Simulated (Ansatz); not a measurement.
# Phonons of BePd (Pm-3m) against volume

Wanted: mode Grüneisen parameters of BePd (Pm-3m).

Calculated with Ansatz 0.2.0; DFT PBEsol, scalar-relativistic, plane waves, PAW; PAW set soft_1.

## (1) Starting point

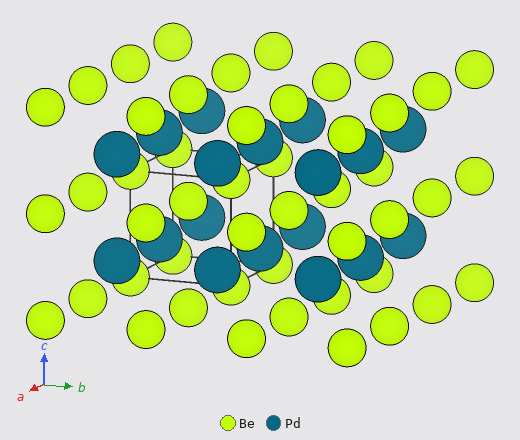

The starting structure, seen slightly off an axis (beryllium green, palladium blue). 3×3×2 cells are drawn. Some periodic images of atoms are drawn too.

## (2) Response at finite wavevector

The cell comes from relaxations at this level that are not shown. Stability and thermal properties need the whole zone. Linear response on a 4×4×4 q mesh gives force constants as far as a supercell of that size would.

input.yaml reads:

```yaml
crystal:
  lattice:
    - [2.7974234134, 0.0, 0.0]
    - [0.0, 2.7974234134, 0.0]
    - [0.0, 0.0, 2.7974234134]
  atoms:
    - { symbol: Be, position: [0.0, 0.0, 0.0] }
    - { symbol: Pd, position: [0.5, 0.5, 0.5] }
kpoints:
  mp_grid: { grid: [16, 16, 16] }
hamiltonian:
  xc: pbesol
  pseudopotentials: { kind: paw, azcp: { folder: soft_1 }, xc_functional: pbe }
scf:
  occupations: { method: methfessel_paxton, width: 0.2 }
output:
  eigenvalues: true
phonons:
  method: dfpt
  qmesh: [4, 4, 4]
  temperatures: { t_max: 1000, t_step: 50 }
  qpath:
    path:
      - [[0.0, 0.0, 0.0], [0.0, 0.5, 0.0], [0.5, 0.5, 0.0], [0.0, 0.0, 0.0], [0.5, 0.5, 0.5], [0.0, 0.5, 0.0]]
      - [[0.5, 0.5, 0.5], [0.5, 0.5, 0.0]]
    npoints: 10
```

On the command line:

```
> ansatz run input.yaml --threads 4 --pin off --max-ram 10240MiB --backend cpu --events-out ev --progress --plain --runs-dir out
```

Numbers of over 12 decimals in the logs are rounded to 6 here.

Output:

```text
Engine: ansatz 0.2.0, x86_64-unknown-linux-gnu
Pseudopotentials: kind: paw
Pseudopotential: Be, paw, valence charge 2, recommended cutoff 420 eV (normal), soft_1/Be.paw.azcp
Pseudopotential: Pd, paw, valence charge 18, recommended cutoff 420 eV (normal), soft_1/Pd.paw.azcp
Functional definition: PBEsol
  exchange = pbesol_x
  correlation = pbesol_c
Crystal: 2 atoms, lattice volume = 21.891 Å³
Basis set: ecut = 420 eV, 437 PW (Γ), exchange–correlation on 40×40×40 points (8 copies of the dense FFT grid, shifted against one another)
Bands: 14, of which v1, the nominal top of the filled ones, is band 10 counted from 1 (9 counted from 0)
Symmetry: 48 space group operations
k-points: 165 of 4096
Non-local potential: Be, projectors of the file, l = 0: 2, l = 1: 2, l = 2: 1
Non-local potential: Pd, projectors of the file, l = 0: 2, l = 1: 2, l = 2: 2, l = 3: 1
PAW form: soft (Blöchl's): semilocal exchange-correlation on the pseudo side does not see the compensation charge
PAW frozen core: Be, regenerated for the run's functional, and the local potential with it (the file was generated under x = pbe(κ = 0.804, μ = 0.219515), c = pbe(β = 0.066725))
PAW frozen core: Pd, regenerated for the run's functional, and the local potential with it (the file was generated under x = pbe(κ = 0.804, μ = 0.219515), c = pbe(β = 0.066725))
PAW one-centre angular grid: Be, 110 points (default); XC on 64 Gauss nodes
PAW one-centre angular grid: Pd, 590 points (default); XC on 64 Gauss nodes
Initial density: superposition of atomic densities (chi_scale 0.1, normalization cell, long waves kept (reshape's long-wave potential 0.00 eV rms))
Initial wavefunctions: pseudopotential atomic-orbital guess
Functional: x = pbesol(κ = 0.804, μ = 0.123457), c = pbesol(β = 0.046)
SCF iter   1: F=—  HF=-7001.875474 eV  |F-HF|=—  |Δ(HF+E_count)|=         —  Δρ=2.42e-1  dr2=1.68e1  ethr=3.10e-3  ⟨swp⟩=5.1  Hψ=11855  notcnv=0
preconditioner: auto → none  [metal: Δε(μ)=0.025 eV  Ē_g=9.740 eV  σ=0.200 eV  W_gap=0.11  n_scr=6 (ndim 8)  ℏωp=27.5 eV  f_vac=0.000  D(μ)=0.62/eV (n_scr^D=6)  sad-step TF]
SCF iter   2: F=—  HF=-6999.788575 eV  |F-HF|=—  |Δ(HF+E_count)|=    2.09e0  S|Δr|=    0.00e0  Δρ=1.50e-1  dr2=6.81e0  ethr=3.10e-3  ⟨swp⟩=2.5  Hψ=5321  notcnv=0  defer=8
SCF iter   3: F=—  HF=-6998.313353 eV  |F-HF|=—  |Δ(HF+E_count)|=    1.48e0  S|Δr|=    0.00e0  Δρ=1.33e-2  dr2=5.08e-2  ethr=3.10e-3  ⟨swp⟩=2.9  Hψ=4722  notcnv=0  defer=8
SCF iter   4: F=—  HF=-6998.303219 eV  |F-HF|=—  |Δ(HF+E_count)|=   1.01e-2  S|Δr|=    0.00e0  Δρ=1.67e-3  dr2=5.44e-4  ethr=2.54e-4  ⟨swp⟩=1.0  Hψ=3623  notcnv=0  defer=8
SCF iter   5: F=—  HF=-6998.303139 eV  |F-HF|=—  |Δ(HF+E_count)|=   7.91e-5  S|Δr|=    0.00e0  Δρ=1.94e-4  dr2=7.01e-6  ethr=2.72e-6  ⟨swp⟩=1.7  Hψ=2857  notcnv=0  defer=8
SCF iter   6: F=—  HF=-6998.303136 eV  |F-HF|=—  |Δ(HF+E_count)|=   3.74e-6  S|Δr|=    0.00e0  Δρ=1.37e-5  dr2=3.48e-8  ethr=3.50e-8  ⟨swp⟩=2.8  Hψ=3873  notcnv=0  defer=8
SCF iter   7: F=—  HF=-6998.303139 eV  |F-HF|=—  |Δ(HF+E_count)|=   2.90e-6  S|Δr|=    0.00e0  Δρ=1.84e-6  dr2=1.08e-9  ethr=1.74e-10  ⟨swp⟩=2.3  Hψ=3725  notcnv=0  defer=8
SCF iter   8: F=—  HF=-6998.303139 eV  |F-HF|=—  |Δ(HF+E_count)|=  4.00e-10  S|Δr|=    0.00e0  Δρ=2.86e-7  dr2=2.60e-11  ethr=5.41e-12  ⟨swp⟩=2.2  Hψ=2881  notcnv=0  defer=8
SCF iter   9: F=-6998.303139 eV  HF=-6998.303139 eV  |F-HF|=9.09e-13  |Δ(HF+E_count)|=  8.19e-12  S|Δr|=    0.00e0  Δρ=1.54e-8  dr2=5.91e-14  ethr=1.00e-12  ⟨swp⟩=5.2  Hψ=8159  notcnv=0
SCF 1 converged in 9 iterations: F = -6998.303139 eV  dr2 = 5.91e-14
  greatest PAW one-centre occupation: 0.999 electrons in one spin orbital (limit 2), on the Pd atom at site 1 (counted from 0), in its partial waves of l = 0
Initial density: read from a saved state, or passed on in memory by an earlier SCF of this step, an earlier step, the calling program or the single point that the run made first
iter 1 solved again at ethr=2.28e-8 eV; its pass at ethr=3.10e-3 eV (dr2=4.57e-6 eV) is discarded
SCF iter   1: F=—  HF=-6998.303136 eV  |F-HF|=—  |Δ(HF+E_count)|=         —  Δρ=1.05e-7  dr2=1.41e-12  ethr=2.28e-8  ⟨swp⟩=2.7  Hψ=17999  notcnv=0
eigensolver tolerance schedule: the retry pair's looser diagonalisation over-reported the residual by 3244296.06 of it (diagonalisation noise at an unbounded share of the residual, at the tolerance the schedule requests for it); recorded, not acted on — ethr = c·dr2/N_el stays at c = 1.0e-1
preconditioner: auto → none  [metal: Δε(μ)=0.027 eV  Ē_g=10.979 eV  σ=0.200 eV  W_gap=0.11  n_scr=6 (ndim 8)  ℏωp=27.5 eV  f_vac=0.000  D(μ)=0.84/eV (n_scr^D=6)]
SCF iter   2: F=—  HF=-6998.303139 eV  |F-HF|=—  |Δ(HF+E_count)|=   2.99e-6  S|Δr|=    0.00e0  Δρ=6.76e-8  dr2=8.14e-13  ethr=1.00e-12  ⟨swp⟩=4.8  Hψ=8602  notcnv=0
SCF iter   3: F=-6998.303139 eV  HF=-6998.303139 eV  |F-HF|=9.09e-13  |Δ(HF+E_count)|=  9.09e-13  S|Δr|=    0.00e0  Δρ=3.82e-8  dr2=2.31e-13  ethr=1.00e-12  ⟨swp⟩=1.0  Hψ=5291  notcnv=0
SCF 2 converged in 3 iterations: F = -6998.303139 eV  dr2 = 2.31e-13
phonons: the bands overlap, so this run is a metal and interpolates without the dipole-dipole term. If the crystal is really an insulator or semiconductor, its LO-TO splitting is missing
NSCF: frozen V_eff on 165 k-points
NSCF: frozen V_eff on 405 k-points
DFPT response loops at q = (0, 0, 0) (fractional): preconditioner auto → Kerker (q_TF=auto, 2.688 Å⁻¹) (partly filled bands, converged f_vac=0.000); β = 1.00, the filter's whole step (`scf.mixing.beta` (0.50) is not read by the response loops under this deck's `scf.mixing.preconditioner`; to damp them name `kerker` or `kerker_dos`, under which they read `scf.mixing.beta`, and type it under 1.00, their step now; both keys bind the ground state too); Broyden in place of MSR1
NSCF: frozen V_eff on 2592 k-points
DFPT response loops at q = (0, 0, 0.25) (fractional): mixed as the last ones told, above
NSCF: frozen V_eff on 1458 k-points
DFPT response loops at q = (0, 0, -0.5) (fractional): mixed as the last ones told, above
NSCF: frozen V_eff on 4608 k-points
DFPT response loops at q = (0, 0.25, 0.25) (fractional): mixed as the last ones told, above
NSCF: frozen V_eff on 2592 k-points
DFPT response loops at q = (0, 0.25, -0.5) (fractional): mixed as the last ones told, above
NSCF: frozen V_eff on 1458 k-points
DFPT response loops at q = (0, -0.5, -0.5) (fractional): mixed as the last ones told, above
NSCF: frozen V_eff on 4352 k-points
DFPT response loops at q = (0.25, 0.25, 0.25) (fractional): mixed as the last ones told, above
NSCF: frozen V_eff on 4608 k-points
DFPT response loops at q = (0.25, 0.25, -0.5) (fractional): mixed as the last ones told, above
NSCF: frozen V_eff on 2592 k-points
DFPT response loops at q = (0.25, -0.5, -0.5) (fractional): mixed as the last ones told, above
NSCF: frozen V_eff on 810 k-points
DFPT response loops at q = (-0.5, -0.5, -0.5) (fractional): mixed as the last ones told, above
SCF converged after 9 iterations
Stability not checked: this state was not tested for a lower state beside it, because cold or Methfessel-Paxton smearing, or corrected tetrahedra, fill the levels in a way that the test cannot read (fill_not_monotonic; see scf.lower_state_search)
Free energy (F): -6998.303139 eV
Harris-Foulkes:  -6998.303139 eV  (|F-HF|=9.09e-13)
Internal energy: -6998.302022 eV  (E = F + TS)
E sigma→0 (E₀):  -6998.302859 eV
Entropy (-TS):   -0.001117 eV (-0.559 meV/atom)
Fermi energy:    17.061647 eV
--- Per-component energies (eV) ---
  E_band       = -188.591565
  E_kinetic    = 469.137025
  E_local      = -2268.641655  (includes V_loc(G=0)·N_el)
  E_nonlocal   = 374.733021
  E_hartree    = 930.004500
  E_xc         = -159.176980
  E_vxc        = -197.190487  (∫ρ·V_xc dr)
  E_paw        = -3800.861465  (= ΣΔE_a)
  E_vpaw       = -426.638693  (= ΣTr[D̂ρ^β])
  E_aug_tail   = 0.000218  (compensation charges beyond the density's cutoff)
  E_ewald      = -2543.808742
  E_core_change = 0.312057  (= ΣΔE_core)
  E_smearing   = -0.001117  (= −TS)
  E_closure    = -0.000000  (closes the sum)
  Σ components = -6998.303139   (vs F -6998.303139, Δ=0.00e0)
--- Band table (eV; the first three rows and the last of 165) ---
  k-point 0: bands = [... 6 lower, 11.3123, 14.6837, 14.6837, 14.6837, 22.4402, 22.4402, 22.4402, 31.4079]
  k-point 1: bands = [... 6 lower, 11.3529, 14.6052, 14.6052, 14.6892, 22.1426, 22.5878, 22.5878, 31.2709]
  k-point 2: bands = [... 6 lower, 11.4699, 14.3928, 14.3928, 14.7049, 21.3827, 23.0077, 23.0077, 30.8942]
  k-point 164: bands = [... 6 lower, 10.5070, 15.8245, 15.8245, 21.8620, 22.6487, 22.6487, 22.6487, 23.8745]
--- Phonons (Γ-DFPT): 2 representative perturbations + reference (Σ response iterations 6) ---
  ASR residual: 3.767e-6 → 0.000e0 eV/Å²; symmetrization residual: 1.341e-7 eV/Å²
  ASR residual per site (eV/Å²): 2.02e-6 3.77e-6
  Γ frequencies (cm⁻¹): 0.00 0.00 0.00 379.90 379.90 379.90
--- Phonons (arbitrary-q DFPT): 10 irreducible q on the 4×4×4 mesh ---
  q = [0.0000, 0.0000, 0.0000] (star 1, of the zone-centre solve; hermiticity 6.08e-8, symmetrization 2.40e-12): -0.00 0.00 0.00 379.90 379.90 379.90
  q = [0.0000, 0.0000, 0.2500] (star 6, 4 solved perturbations in 4032 linear systems a pass and spin channel, the states on 1296 of 4096 k-point pairs; hermiticity 9.02e-8, symmetrization 3.08e-13): 80.78 80.78 157.43 398.37 398.37 409.23
  q = [0.0000, 0.0000, -0.5000] (star 3, 4 solved perturbations in 2268 linear systems a pass and spin channel, the states on 729 of 4096 k-point pairs; hermiticity 8.85e-8, symmetrization 4.41e-8): 108.22 108.22 218.21 418.95 418.95 463.15
  q = [0.0000, 0.2500, 0.2500] (star 12, 4 solved perturbations in 7056 linear systems a pass and spin channel, the states on 2304 of 4096 k-point pairs; hermiticity 3.74e-8, symmetrization 3.89e-13): 94.70 122.07 167.25 372.60 397.38 437.22
  q = [0.0000, 0.2500, -0.5000] (star 12, 6 solved perturbations on 1296 of 4096 k-point pairs; hermiticity 3.43e-8, symmetrization 6.24e-9): 108.23 140.09 193.20 394.64 395.19 411.19
  q = [0.0000, -0.5000, -0.5000] (star 3, 4 solved perturbations in 2268 linear systems a pass and spin channel, the states on 729 of 4096 k-point pairs; hermiticity 1.40e-8, symmetrization 7.98e-12): 109.15 158.78 158.78 364.38 375.10 375.10
  q = [0.2500, 0.2500, 0.2500] (star 8, 2 solved perturbations on 2176 of 4096 k-point pairs; hermiticity 4.09e-8, symmetrization 6.90e-13): 145.51 145.51 166.56 392.50 392.50 411.36
  q = [0.2500, 0.2500, -0.5000] (star 12, 4 solved perturbations in 7056 linear systems a pass and spin channel, the states on 2304 of 4096 k-point pairs; hermiticity 1.39e-7, symmetrization 6.07e-9): 144.85 151.62 189.02 374.73 401.32 414.47
  q = [0.2500, -0.5000, -0.5000] (star 6, 4 solved perturbations in 4032 linear systems a pass and spin channel, the states on 1296 of 4096 k-point pairs; hermiticity 4.17e-9, symmetrization 2.08e-9): 147.68 185.53 185.53 395.54 395.54 396.78
  q = [-0.5000, -0.5000, -0.5000] (star 1, 2 solved perturbations on 405 of 4096 k-point pairs; hermiticity 1.32e-10, symmetrization 6.59e-11): 182.47 182.47 182.47 415.16 415.16 415.16
  sum rule: each row above includes the acoustic sum rule's correction from the zone centre's row sums; it moved no ω² by more than (0.25 cm⁻¹)²
  mesh force constants: q→R imaginary residual 1.77e-18; ASR residual 3.767e-6 → 0.000e0 eV/Å²; symmetrization residual 5.329e-15 eV/Å²
  interpolated dispersion: 62 rows × 6 modes
  density of states and harmonic sums: on the 24×24×24 q-mesh, interpolated from the force constants of a 4×4×4 supercell (no non-analytic term)
  largest difference from the sums on the solved wave vectors: F 1.10e-2 eV, S 1.51e-5 and C_V 4.02e-6 eV/K
  zero-point energy: 0.101142 eV/cell   skipped modes (ω ≤ 0): 3   left out of the sums: 3.62e-5 of the cell's modes: C_V's classical limit lies that fraction below 3 k_B per atom; for a crystal, a wire or a layer, F and S can be off by more, and a phonons.interpolated_qmesh denser along its periods is the remedy for the sampling
```

Wall time 3.2 min (4 threads of Intel Xeon Platinum 8375C at 2.90GHz (Ice Lake), shared host); peak memory 2.1 GiB.

In the SCF lines HF is the Harris–Foulkes energy and dr2 the Hartree energy of the density residual, in eV; the loop may stop once dr2 is under the threshold and the program's other checks hold. Hψ counts applications of the Hamiltonian.

Numbers from this step:

```
volume per atom                                            : 10.95 Å³
gap on the k-mesh                                          : 0 eV
sum-rule residual before enforcement                       : 3.77e-6 eV/Å²
lowest frequency on the path                               : 0 cm⁻¹
point group                                                : m-3m
highest frequency on the path or at a solved wavevector    : 463.1 cm⁻¹
mean frequency                                             : 271.9 cm⁻¹
Debye temperature (second moment)                          : 561 K
logarithmic mean frequency                                 : 235.6 cm⁻¹
highest optical mode at the zone centre (no LO-TO term)    : 379.9 cm⁻¹
lowest optical zone-centre mode                            : 379.9 cm⁻¹
lowest mode on the q mesh (acoustic modes at Γ apart)      : 80.78 cm⁻¹
zero-point energy per atom                                 : 50.57 meV
heat capacity at 300 K                                     : 21.22 J/(mol atoms K)
vibrational entropy at 300 K                               : 23.91 J/(mol atoms K)
edges of the widest gap between branches, on path and mesh : 218.2, 364.4 cm⁻¹
```

Frequencies (cm⁻¹) solved at each irreducible wavevector; negative means imaginary. Frequencies by wavevector, by row:

```
q in reciprocal lattice units  star  mode 1  mode 2  mode 3  mode 4  mode 5  mode 6
                        0 0 0     1       0       0       0   379.9   379.9   379.9
                     0 0 0.25     6    80.8    80.8   157.4   398.4   398.4   409.2
                     0 0 -0.5     3   108.2   108.2   218.2   418.9   418.9   463.1
                  0 0.25 0.25    12    94.7   122.1   167.2   372.6   397.4   437.2
                  0 0.25 -0.5    12   108.2   140.1   193.2   394.6   395.2   411.2
                  0 -0.5 -0.5     3   109.2   158.8   158.8   364.4   375.1   375.1
               0.25 0.25 0.25     8   145.5   145.5   166.6   392.5   392.5   411.4
               0.25 0.25 -0.5    12   144.8   151.6     189   374.7   401.3   414.5
               0.25 -0.5 -0.5     6   147.7   185.5   185.5   395.5   395.5   396.8
               -0.5 -0.5 -0.5     1   182.5   182.5   182.5   415.2   415.2   415.2
```

Symmetry leaves 10 wavevectors to solve. The lowest mode among them, the acoustic zeros apart, lies at q = (0, 0, 0.25) and is real, 80.8 cm⁻¹.

## (3) Relaxing at another volume, volume ratio 0.97

The volume is scaled by 0.97 and held; symmetry leaves nothing to relax, so this is a single point. The modes can then be followed against volume.

input.yaml, the sections that differ from step 2:

```yaml
crystal:
  lattice:
    - [2.7691646792, 0.0, 0.0]
    - [0.0, 2.7691646792, 0.0]
    - [0.0, 0.0, 2.7691646792]
  atoms:
    - { symbol: Be, position: [0.0, 0.0, 0.0] }
    - { symbol: Pd, position: [0.5, 0.5, 0.5] }
output:
  forces: true
  stress: true
  eigenvalues: true
  write_density: true
  write_potential: true
  elf: true
  volumetric_format: npy
# kpoints, hamiltonian, scf: as in step 2
# phonons: removed
```

Output:

```text
[...]
Crystal: 2 atoms, lattice volume = 21.235 Å³
Basis set: ecut = 420 eV, 437 PW (Γ), exchange–correlation on 40×40×40 points (8 copies of the dense FFT grid, shifted against one another)
Bands: 14, of which v1, the nominal top of the filled ones, is band 10 counted from 1 (9 counted from 0)
Symmetry: 48 space group operations
[...]
k-points: 165 of 4096
[...]
--- Band table (eV; the first three rows and the last of 165) ---
  k-point 0: bands = [... 6 lower, 11.7548, 15.2948, 15.2948, 15.2948, 23.1598, 23.1598, 23.1598, 32.3191]
  k-point 1: bands = [... 6 lower, 11.7976, 15.2117, 15.2117, 15.3006, 22.8624, 23.3133, 23.3133, 32.1681]
  k-point 2: bands = [... 6 lower, 11.9215, 14.9875, 14.9875, 15.3171, 22.1016, 23.7489, 23.7489, 31.7556]
  k-point 164: bands = [... 6 lower, 10.9245, 16.4910, 16.4910, 22.6665, 23.4075, 23.4075, 23.4075, 24.7253]
[key lines of the parts left out:]
SCF converged after 7 iterations
Free energy (F): -6998.290655 eV
Fermi energy:    17.749344 eV
P = ⅓ Tr σ = 6.2544 GPa (62.544 kbar)
```

Wall time 1 s (4 threads); peak memory 0.58 GiB; 3.4 s of CPU time.

This step gave:

```
pressure        : 6.254 GPa
volume per atom : 10.62 Å³
```

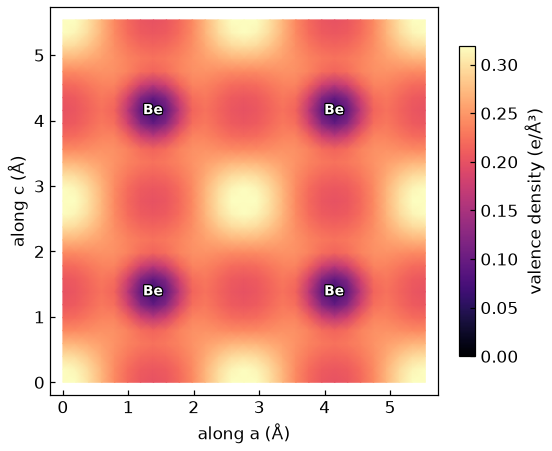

Valence density in the ac plane at fractional y = 0.000, with atoms of Be within 0.2 Å of it. It is the smooth field of the valence electrons, not physical close to the nuclei. The map starts off the cell's origin, so that atoms lie inside it.

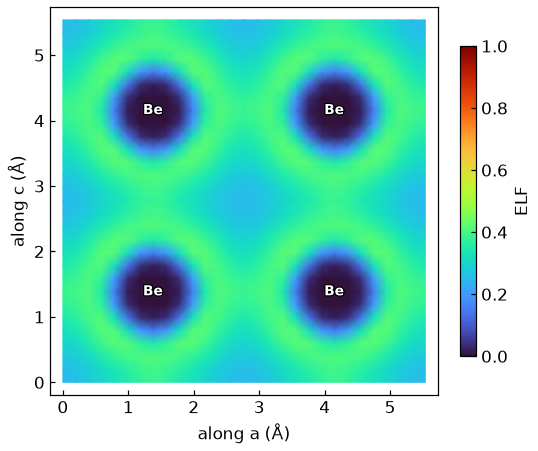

ELF in the ac plane at fractional y = 0.000, with atoms of Be within 0.2 Å of it. It is the smooth field of the valence electrons, not physical close to the nuclei. The map starts off the cell's origin, so that atoms lie inside it.

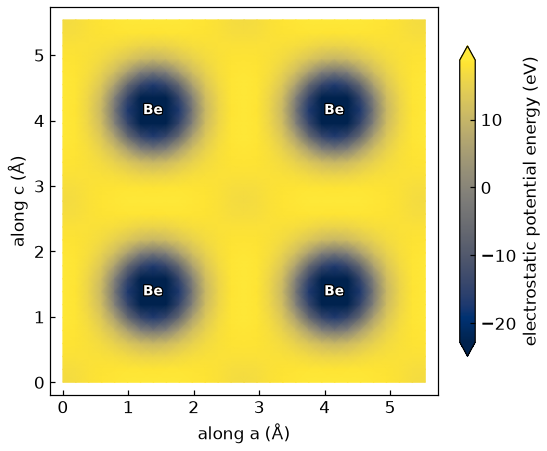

Electrostatic potential energy in the ac plane at fractional y = 0.000, with atoms of Be within 0.2 Å of it. With pseudopotentials it is smooth inside the atoms' cores, unlike the true potential. The map starts off the cell's origin, so that atoms lie inside it.

The run ends at a pressure of 6.25 GPa.

(Part 1 of 2 ends here.)

[Logs are printed without paths, hosts, clocks, repeated set-up lines and the standing remarks that a program may print on its own settings, such as how far it seeks lower states.]

[Hosts, paths, dates, database ids (printed as entryN), source tags and the programs' standing remarks are cut or masked in the printed files.]
